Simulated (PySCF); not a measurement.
NMR shielding calculation, with input and output: CH$_{8}$N$_{2}$Si

- system: CH$_{8}$N$_{2}$Si, SMILES NC[SiH2]N
- method: GIAO PBE0/pcSseg-1 NMR shielding, non-relativistic, gas phase (PySCF 2.14.0)

The geometry comes from this level: GFN2-xTB, MD frame at 1000 fs, 300 K. It belongs to a series of runs on one base structure; here: MD frame at 1000 fs, 300 K. Figures and captions count atoms from 1; the log counts them from 0 in places.

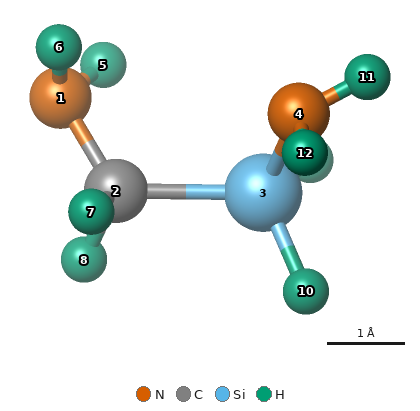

**Figure 1.** The structure as given in the input (ball-and-stick view, seen at a tilt; atoms are numbered from 1 in the order of the input). Bond lengths as drawn: C–H 1.12 to 1.13 Å, C–N 1.47 Å, C–Si 1.91 Å, H–N 1.01 to 1.06 Å, H–Si 1.44 to 1.48 Å and N–Si 1.73 Å.

## Key numbers

| quantity | value |
| --- | --- |
| outcome | converged |
| total energy | −441.582883 hartree |
| HOMO | −6.36 eV |
| LUMO | 0.67 eV |
| dipole moment | 2.04 D |
| isotropic shielding, N | 242.3 to 262.6 ppm |
| isotropic shielding, C | 148.2 ppm |
| isotropic shielding, Si | 380.0 ppm |
| isotropic shielding, H | 26.4 to 32.2 ppm |
| hardware | 1 CPU thread, shared host |
| wall time | 16 s |
| peak memory | 0.55 GiB |

## The input
```
{"job": {"kind": "nmr", "xc": "PBE0", "basis": "pcSseg-1", "pop": false}, "charge": 0, "multiplicity": 1}
N     -1.975100     0.201800     1.291200
C     -1.302600    -1.102600     1.289600
Si     0.191000    -1.405900     0.133500
N      1.469800    -0.459600     0.810200
H     -1.968400     0.542200     0.288500
H     -1.437600     0.851700     1.874900
H     -0.958400    -1.323900     2.330900
H     -2.066000    -1.924200     1.181200
H     -0.020000    -1.074300    -1.247500
H      0.763400    -2.757700     0.288300
H      2.193000    -0.118600     0.187100
H      2.002800    -0.973000     1.503600
```

The first line tells a small driver script what to run in PySCF; the rest is the geometry in Å.

Run as:
```bash
OMP_NUM_THREADS=1 python <driver script> task.json out
```

## Output
```
coarse grid: 9800 points
cycle   1  E = -441.5074284667  dE =  1.261e-01  |g| = 5.139e-01  |ddm| = 2.900e+00
cycle   2  E = -441.4641491764  dE =  4.328e-02  |g| = 6.827e-01  |ddm| = 1.029e+00
cycle   3  E = -441.5662337909  dE = -1.021e-01  |g| = 4.472e-02  |ddm| = 6.267e-01
cycle   4  E = -441.5666419462  dE = -4.082e-04  |g| = 1.462e-02  |ddm| = 4.820e-02
cycle   5  E = -441.5666855430  dE = -4.360e-05  |g| = 6.177e-03  |ddm| = 1.656e-02
cycle   6  E = -441.5666949331  dE = -9.390e-06  |g| = 4.882e-04  |ddm| = 5.420e-03
final grid: 88096 points
cycle   7  E = -441.5828698804  dE = -1.540e-05  |g| = 7.724e-03  |ddm| = 1.537e-02
cycle   8  E = -441.5828589683  dE =  1.091e-05  |g| = 1.052e-02  |ddm| = 1.476e-02
cycle   9  E = -441.5828834055  dE = -2.444e-05  |g| = 4.029e-04  |ddm| = 8.436e-03
cycle  10  E = -441.5828834332  dE = -2.768e-08  |g| = 1.982e-04  |ddm| = 4.513e-04
cycle  11  E = -441.5828834420  dE = -8.783e-09  |g| = 3.233e-05  |ddm| = 1.572e-04
cycle  12  E = -441.5828834422  dE = -2.434e-10  |g| = 6.128e-06  |ddm| = 4.001e-05
```

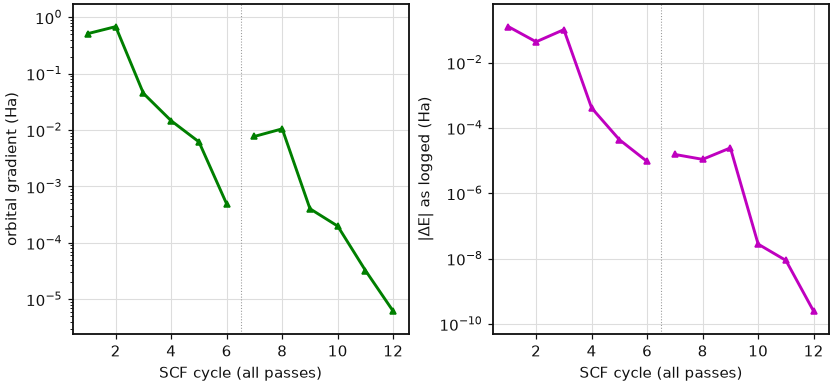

**Figure 2.** Convergence of the self-consistent field: orbital gradient and size of the energy change against the SCF cycle. The dotted line marks the change from a coarse to the final integration grid. The first 6 cycles use a coarse grid, the final grid takes over at cycle 7, and the field converges after 12 cycles in all.

```
converged SCF energy = -441.5828834422

GIAO shielding tensors (ppm)
atom      isotropic    diamagn.    paramagn.     s11        s22        s33       span
  0 N      242.345     316.976     -74.631    197.278    239.180    290.577     93.300
  1 C      148.158     247.052     -98.895    125.116    143.335    176.021     50.905
  2 Si     379.994     879.544    -499.550    328.237    398.437    413.308     85.071
  3 N      262.607     314.768     -52.161    232.499    254.828    300.494     67.995
  4 H       30.339      31.555      -1.216     22.961     29.216     38.841     15.881
  5 H       29.809      32.208      -2.399     23.292     27.551     38.583     15.291
  6 H       28.772      28.627       0.145     25.326     27.590     33.400      8.075
  7 H       28.471      27.016       1.455     23.241     27.901     34.270     11.029
  8 H       27.547      30.151      -2.604     24.066     26.136     32.437      8.371
  9 H       26.418      29.069      -2.650     21.984     25.350     31.922      9.938
 10 H       31.667      31.630       0.037     24.457     27.251     43.294     18.837
 11 H       32.225      30.543       1.682     24.678     28.924     43.074     18.395
```

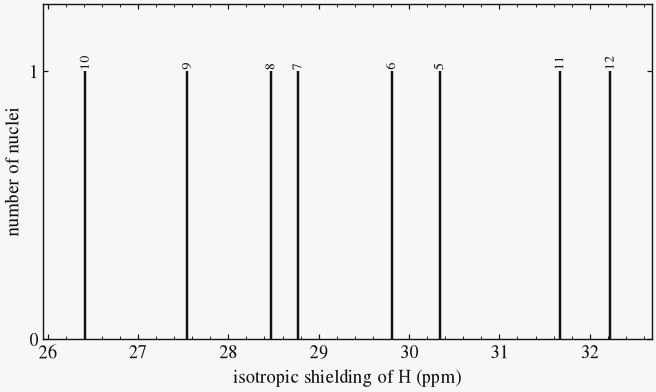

**Figure 3.** Isotropic shieldings of the hydrogen nuclei in this fixed geometry, labelled by atom number; shielding grows to the right, so chemical shift grows to the left. The least shielded is H10 (26.4 ppm), the most shielded H12 (32.2 ppm).
